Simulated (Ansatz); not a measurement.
# Fields on a plane of Mg3Sb2 (A-La2O3 type, space group P-3m1)

```
Mg3Sb2
1.0
    4.55082     0.00000     0.00000
   -2.27541     3.94112     0.00000
    0.00000     0.00000     7.18056
Sb Mg
2 3
Direct
  0.33333   0.66667   0.22416
  0.66667   0.33333   0.77584
  0.00000   0.00000   0.00000
  0.33333   0.66667   0.63261
  0.66667   0.33333   0.36739
```

The slice is a (0001) plane (indices of the conventional cell) through the point (0.667, 0.333, 0.776) (fractional), spanned by u = [110] and v = [1 -1 0] in vectors of this cell: u (4.55 Å) and v (7.88 Å, at 90° to u). It covers one period; positions are fractions (u, v).

Atoms on it: Sb at (0.00, 0.00); Sb at (0.50, 0.50).

Level of theory: PBEsol (plane waves to 420 eV, PAW, scalar-relativistic; Ansatz, a program for electronic structure). k mesh 12×12×7. Inside the PAW spheres the values are not all-electron values, and peaks at nuclei hang on which shells count as valence. Mg3Sb2 was relaxed with its symmetry unable to fall. Spin-orbit coupling is left out, though Sb is heavy.

| v \ u | 0.00 | 0.14 | 0.29 | 0.43 | 0.57 | 0.71 | 0.86 |
|---|---|---|---|---|---|---|---|
| 0.88 | 0.41 | 0.53 | 0.59 | 0.19 | 0.19 | 0.59 | 0.53 |
| 0.75 | 0.24 | 0.26 | 0.22 | 0.31 | 0.31 | 0.22 | 0.26 |
| 0.62 | 0.04 | 0.34 | 0.69 | 0.42 | 0.42 | 0.69 | 0.34 |
| 0.50 | 0.22 | 0.61 | 0.40 | x | x | 0.40 | 0.61 |
| 0.38 | 0.13 | 0.39 | 0.65 | 0.44 | 0.44 | 0.65 | 0.39 |
| 0.25 | 0.33 | 0.25 | 0.23 | 0.26 | 0.26 | 0.23 | 0.25 |
| 0.12 | 0.40 | 0.54 | 0.66 | 0.07 | 0.07 | 0.66 | 0.54 |
| 0.00 | x | 0.18 | 0.63 | 0.35 | 0.35 | 0.63 | 0.18 |

Values: electron localisation function (ELF). Points within 0.5 Å of a nucleus are blanked (x), as the pseudised field means little there.

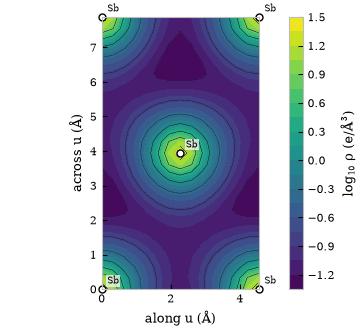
Figure. Log₁₀ of the valence density in e/Å³, one period of the plane, atoms marked. The scale is logarithmic, as a density can span decades between atoms and voids.
